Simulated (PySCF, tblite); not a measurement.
**C6H16BP: geometry, infrared bands and NMR shifts**

Aim: predict the infrared bands and NMR shifts of C6H16BP (`CCCB(P)CCC`).

Programs: tblite 0.8.0 and PySCF 2.14.0, with density-fitted response routines of our own. Each step states its level of theory. These are calculated values for one molecule in the gas phase, unless marked as measured. Atoms count from 0, in the outputs and in this text.

### Step 1. Starting geometry

24 atoms, charge 0, multiplicity 1; geometry from: force field or distance geometry start.

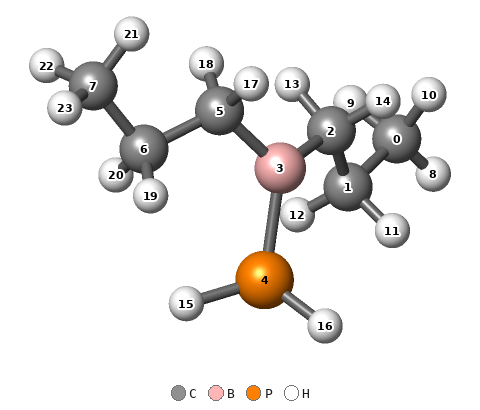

The starting geometry (carbon grey, boron pink, phosphorus orange, hydrogen white), atoms numbered.

### Step 2. Geometry optimisation with GFN2-xTB

What the job is given:

```
{"job": {"kind": "relax", "xc": "GFN2-xTB", "basis": "xTB"}, "charge": 0, "multiplicity": 1}
C      3.706200     0.496200    -0.303900
C      2.458200    -0.386900    -0.492100
C      1.404900     0.266300     0.347800
B     -0.002600    -0.486900     0.299900
P     -0.011500    -2.204500    -0.564900
C     -1.295500     0.440300     0.373100
C     -2.428400    -0.028500    -0.479100
C     -3.568000     0.973600    -0.292700
H      4.642700    -0.013500    -0.495200
H      3.489400     1.371500    -0.971700
H      3.595700     0.928100     0.726900
H      2.743500    -1.345100     0.043800
H      2.196200    -0.546300    -1.525000
H      1.207900     1.256700    -0.136200
H      1.683300     0.446700     1.394900
H     -1.153000    -2.414400    -1.399500
H      0.329100    -3.305200     0.272800
H     -1.558400     0.533100     1.450300
H     -0.981800     1.434500     0.012200
H     -2.855500    -1.011200    -0.159800
H     -2.107300    -0.109900    -1.520700
H     -3.318200     1.619200     0.585800
H     -3.634300     1.648900    -1.185100
H     -4.554300     0.457000    -0.140700
```

Launch:

```sh
$ OMP_NUM_THREADS=1 python probes_run.py task.json out
```

This one command runs all jobs of the session in turn.

**Question.** This job is followed by: GFN2-xTB harmonic vibrations, gas phase; GIAO PBE0/pcSseg-1 NMR shielding, non-relativistic, gas phase. Predict these results of the whole session: strongest single infrared mode (GFN2-xTB); zero-point energy (GFN2-xTB); ¹³C shifts against TMS (PBE0/pcSseg-1, means over atoms taken as alike); ¹H shifts against TMS (PBE0/pcSseg-1, means over atoms taken as alike); ¹¹B shifts against BF3·OEt2 (PBE0/pcSseg-1); ³¹P shifts against H3PO4 (PBE0/pcSseg-1); surface potential, least and greatest.

The runs gave:

| quantity | value |
| --- | --- |
| strongest single infrared mode (GFN2-xTB) | 2416 cm⁻¹, 162 km/mol |
| zero-point energy (GFN2-xTB) | 129.9 kcal/mol |
| ¹³C shifts against TMS (PBE0/pcSseg-1, means over atoms taken as alike) | 38.5, 25.8, 19.9 ppm |
| ¹H shifts against TMS (PBE0/pcSseg-1, means over atoms taken as alike) | 2.42, 1.54, 1.36, 1.07 ppm |
| ¹¹B shifts against BF3·OEt2 (PBE0/pcSseg-1) | 99.8 ppm |
| ³¹P shifts against H3PO4 (PBE0/pcSseg-1) | -220.9 ppm |
| surface potential, least and greatest | -0.90 V and 0.62 V |

What this shows: The optimisation took 160 steps and gained 1.823 eV; among the close pairs (by a distance rule), P4–H15 changed most, from 1.430 to 1.379 Å. The lowest mode is slightly imaginary (9i cm⁻¹), a soft motion within the noise of the Hessian, so the minimum is not strictly shown. The strongest single mode, at 2416 cm⁻¹, moves mainly H15 and H16. GFN2-xTB is a fitted tight-binding method: band positions and strengths are rough. Its intensities can rank the bands wrongly. At PBE0/pcSseg-1: Shielding is most anisotropic at B3 (span 191 ppm, paramagnetic term -194 ppm). At PBE0/pcSseg-1, counted by nearest atom on the grid, the HOMO lies on P4 57 %; B3 16 %, the LUMO on B3 55 %; P4 11 %.
